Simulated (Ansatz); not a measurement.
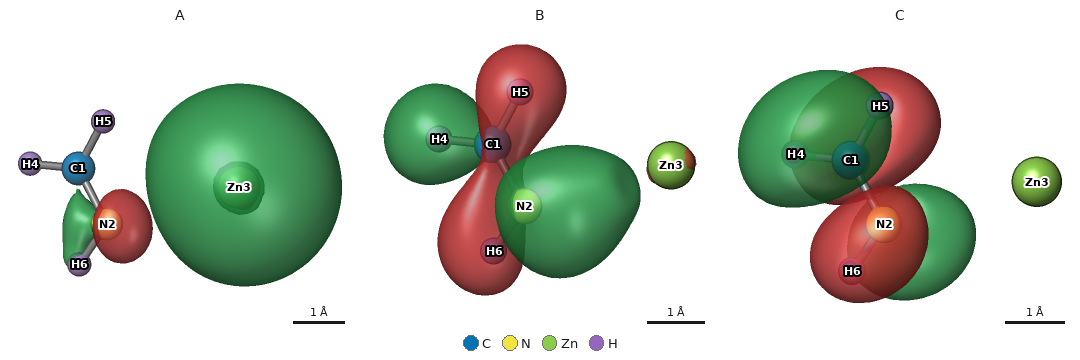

The picture shows: CH₃NZn. Three frontier orbitals at ±0.08 Å⁻³ᐟ² (green and red are the two phases), in no order.

Geometry: PBE0-D4/def2-TZVP; at this geometry the atoms fall into two loosely joined parts.

Level of theory: RKS PBE0-D4/def2-TZVPP in Ansatz 0.2.0.

The calculation's input:

```
crystal:
  periodic: [false, false, false]
  atoms:
    - {symbol: C, position_ang: [-0.486949, 0.020017, -0.549190]}
    - {symbol: N, position_ang: [-0.171754, 0.082206, 0.669449]}
    - {symbol: Zn, position_ang: [2.886380, -0.418276, 0.797495]}
    - {symbol: H, position_ang: [-1.500322, 0.159242, -0.940011]}
    - {symbol: H, position_ang: [0.295442, -0.186529, -1.283032]}
    - {symbol: H, position_ang: [-0.980698, 0.279338, 1.258887]}
basis:
  gaussian: {orbitals: def2-TZVPP}
hamiltonian: {xc: pbe0, dispersion: d4}
output: {orbitals: {seedname: orbitals}}
```

Launched as:

```sh
ansatz run in.yaml --threads 2 --pin off --events-out ev --progress --plain --max-ram 4352MiB
```

Order the three orbitals by energy and name them.

B is the HOMO−1 (−8.26 eV). By Hirshfeld shares it lies mainly on N2 (about 55 %), C1 (about 15 %), H4 (about 10 %), H6 (about 5 %) and Zn3 (about 5 %); it is symmetric in the molecular plane (an in-plane orbital: σ, lone-pair or in-plane π type). A is the HOMO (−5.81 eV). It lies mainly on Zn3 (about 95 %). C is the LUMO (−0.74 eV). It lies mainly on C1 (about 45 %), N2 (about 35 %), H4 (about 5 %) and H5 (about 5 %); it changes sign across the molecular plane (π type); π-antibonding (a node) across C1–N2.

What is the HOMO–LUMO gap?

5.07 eV between the orbital energies.
